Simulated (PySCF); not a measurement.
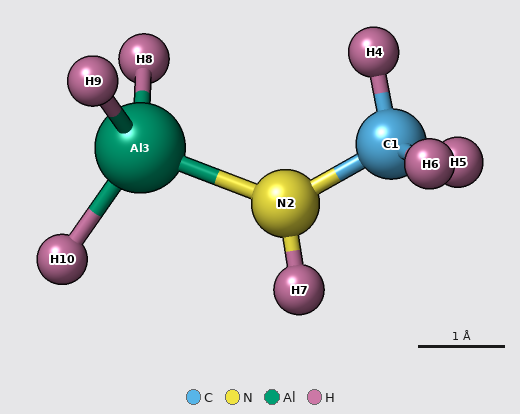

Fig. 1: The input geometry (ball-and-stick view, seen at a tilt; atoms are numbered from 1 in the order of the input). Sticks mark near contacts.

# NMR shielding calculation, with input and output: CH7AlN (charge −1)

- system: CH7AlN, charge −1, SMILES C[NH][AlH3-]
- method: GIAO PW91/aug-cc-pVDZ NMR shielding, non-relativistic, IEF-PCM benzene (PySCF 2.14.0)

The geometry comes from this level: GFN2-xTB. It belongs to a series of runs on one base structure; here: solvent benzene; PW91/aug-cc-pVDZ; conv 1e-08. Figures and captions count atoms from 1; the log counts them from 0 in places.

**Input**
```
{"job": {"kind": "nmr", "xc": "PW91", "basis": "aug-cc-pVDZ", "solvent": "benzene", "pop": false, "scf": {"conv": 1e-08}}, "charge": -1, "multiplicity": 1}
C     -1.468424    -0.128795     0.045046
N     -0.203964     0.550703     0.056076
Al     1.510920    -0.111390    -0.070588
H     -1.274674    -1.197113    -0.052360
H     -2.119679     0.173301    -0.797636
H     -2.054294     0.023668     0.971934
H     -0.350021     1.552939     0.148696
H      1.639091    -1.027894    -1.403544
H      1.852450    -1.021401     1.228239
H      2.477478     1.190636    -0.148391
```

The first line tells a small driver script what to run in PySCF; the rest is the geometry in Å.

Hardware: 1 CPU thread, shared host.

Launched with:
```bash
OMP_NUM_THREADS=1 python <driver script> task.json out
```

**What the program printed**
```
final grid: 71696 points
cycle   1  E = -339.4044625532  dE = -1.325e-01  |g| = 6.244e-01  |ddm| = 6.837e+00
cycle   2  E = -338.0418458202  dE =  1.363e+00  |g| = 1.815e+00  |ddm| = 2.482e+01
cycle   3  E = -339.4919216188  dE = -1.450e+00  |g| = 3.256e-01  |ddm| = 2.469e+01
cycle   4  E = -339.5138587264  dE = -2.194e-02  |g| = 1.363e-01  |ddm| = 5.963e-01
cycle   5  E = -339.5186565930  dE = -4.798e-03  |g| = 5.974e-02  |ddm| = 3.659e-01
cycle   6  E = -339.5196023944  dE = -9.458e-04  |g| = 7.764e-03  |ddm| = 1.410e-01
cycle   7  E = -339.5196255237  dE = -2.313e-05  |g| = 1.821e-03  |ddm| = 4.013e-02
cycle   8  E = -339.5196265562  dE = -1.032e-06  |g| = 1.490e-04  |ddm| = 6.355e-03
cycle   9  E = -339.5196265631  dE = -6.818e-09  |g| = 4.524e-05  |ddm| = 5.035e-04
converged SCF energy = -339.5196265631

GIAO shielding tensors (ppm)
atom      isotropic    diamagn.    paramagn.     s11        s22        s33       span
  0 C      156.142     199.143     -43.001    129.585    145.175    193.668     64.083
  1 N      255.718     298.118     -42.399    229.552    249.624    287.979     58.427
  2 Al     499.425     800.497    -301.072    473.736    476.699    547.839     74.103
  3 H       28.855      28.631       0.224     25.825     26.871     33.870      8.045
  4 H       28.033      27.791       0.242     22.550     26.433     35.117     12.568
  5 H       28.047      27.888       0.159     22.582     26.484     35.076     12.494
  6 H       33.150      38.129      -4.979     24.186     34.017     41.249     17.063
  7 H       27.224      27.937      -0.713     24.157     26.224     31.292      7.135
  8 H       27.160      27.883      -0.723     23.965     26.019     31.497      7.531
  9 H       27.611      28.283      -0.672     24.917     26.492     31.425      6.508
```

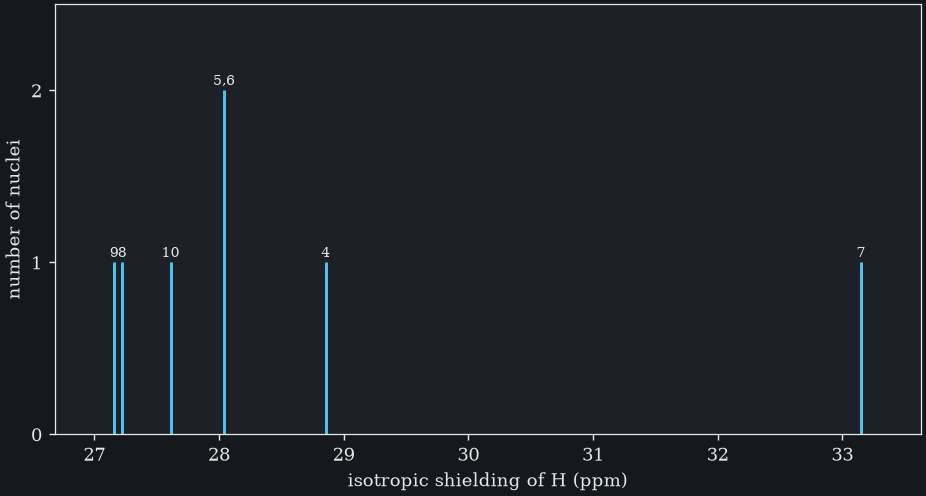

Fig. 2: Isotropic shieldings of the hydrogen nuclei in this fixed geometry, labelled by atom number; shielding grows to the right, so chemical shift grows to the left. The least shielded is H9 (27.2 ppm), the most shielded H7 (33.2 ppm).

**Results in brief**

- outcome: converged
- total energy: −339.519627 hartree
- HOMO: −2.15 eV
- LUMO: 0.90 eV
- isotropic shielding, C: 156.1 ppm
- isotropic shielding, N: 255.7 ppm
- isotropic shielding, Al: 499.4 ppm
- isotropic shielding, H: 27.2 to 33.2 ppm
- wall time: 18 s
- peak memory: 0.58 GiB

**Remarks**

Settings chosen away from the usual ones: solvent benzene; PW91/aug-cc-pVDZ; conv 1e-08.
